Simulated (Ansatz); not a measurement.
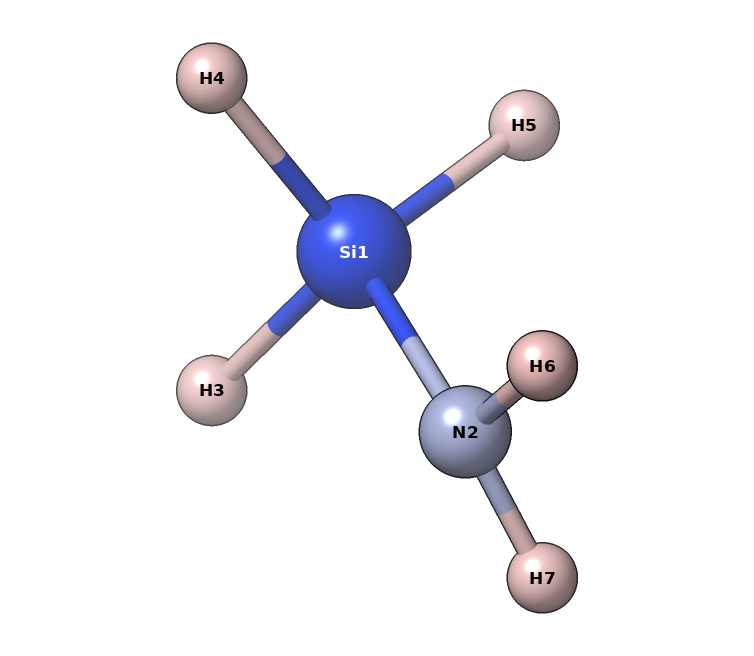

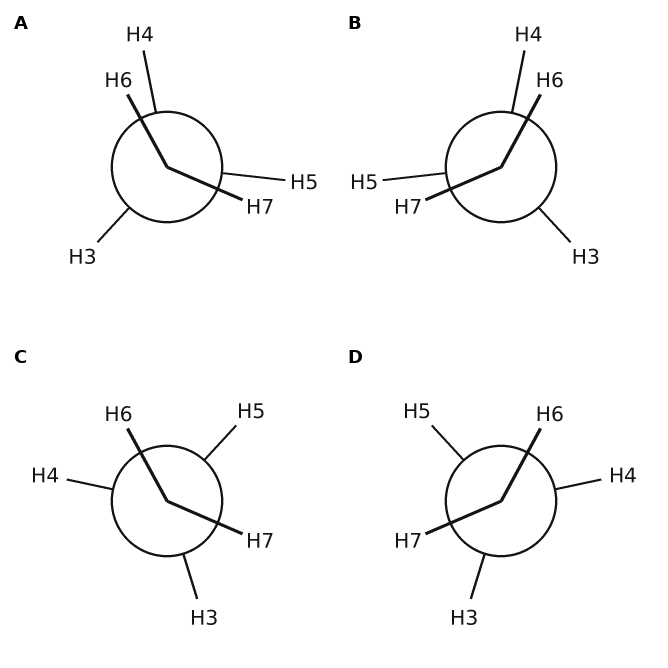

Depth is shown by fading: the farther an atom, the more it takes the colour of the background. Bonds that would overlap in a projection are set slightly apart. The computed structure is the end point of a PBE0-D4/def2-TZVP optimisation. No frequency run is at hand to confirm it as a minimum.

Which Newman projection shows the view along N2–Si1, with N2 in front?

C. The torsion angle H6–N2–Si1–H3 is −169°, antiperiplanar (anti).
